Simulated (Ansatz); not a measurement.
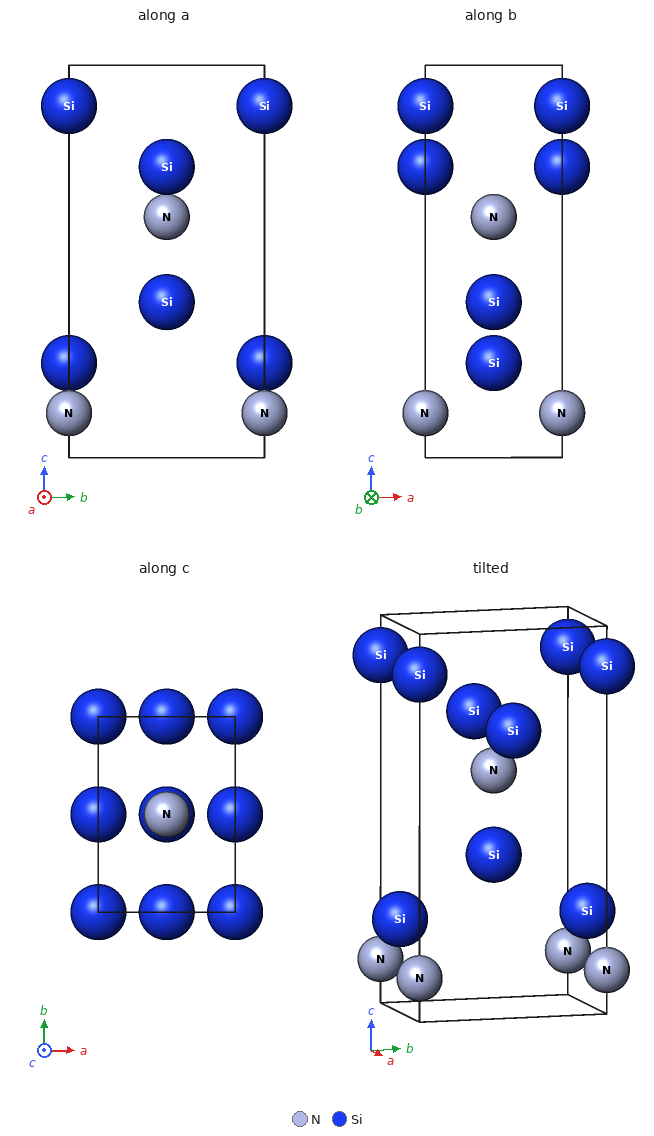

Figure: spheres-only view along the a axis, along the b axis, along the c axis and slightly off an axis. The wireframe shows the unit cell.

Lattice parameters: a = 2.824 Å, b = 4.039 Å, c = 8.106 Å, α = 90.00°, β = 89.96°, γ = 90.00°. Put a along x and b in the xy plane.

> Give the atomic positions as a POSCAR file, with free fractional coordinates to two decimals.

```
N Si
1.0
     2.824    0.000    0.000
     0.000    4.039    0.000
     0.005    0.000    8.106
N Si
2 4
Direct
  0.00 0.00 0.11
  0.50 0.50 0.61
  0.00 0.50 0.74
  0.50 0.50 0.40
  0.50 0.00 0.24
  0.00 0.00 0.90
```

The cell started as a structure type filled with these elements by a generator (whether the compound takes this form wasn't checked). This is the structure after a relaxation with Ansatz 0.2.0, DFT PBE, scalar-relativistic, plane waves, PAW.
